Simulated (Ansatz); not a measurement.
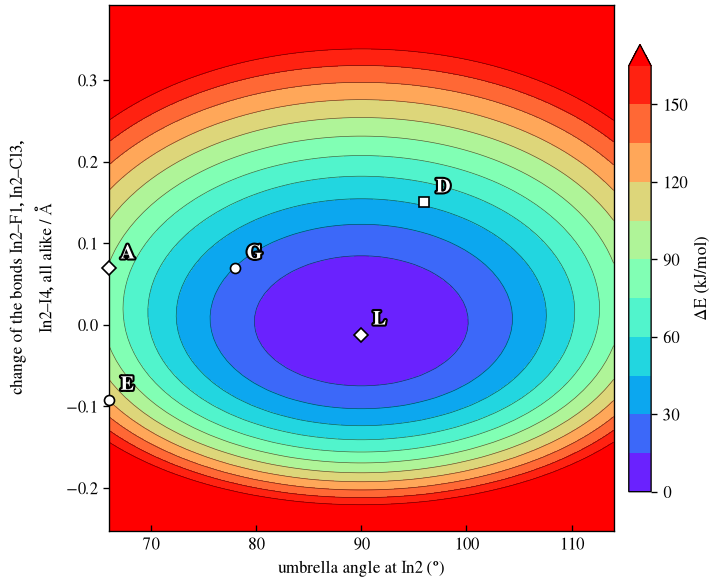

ClFIIn, SMILES [F][In]([Cl])[I]. Coordinates scanned: (1) umbrella angle at In2 (between each of its bonds and their common axis; 90 is planar); (2) change of the bonds In2–F1, In2–Cl3, In2–I4, all alike. Nothing is relaxed (all other coordinates rigid). The scan uses a 9 × 9 grid; 45 points were computed and 36 follow by symmetry. Points are written as (first, second). All energies are given in kJ/mol relative to the relaxed molecule at the same level. Computed with Ansatz, RKS r2SCAN-D4/def2-SVP.

Drawn: filled contours, one colour for all values above the top of the scale, lettered points. Between grid points the surface is interpolated.

> Is L the lowest point of the computed grid?

Yes. L, at (90°, −0.012 Å), has the lowest energy of the grid.

> Rank the lettered points by energy, lowest first.

L (0.35 kJ/mol), G (29 kJ/mol), D (47 kJ/mol), A (89 kJ/mol), E (119 kJ/mol).
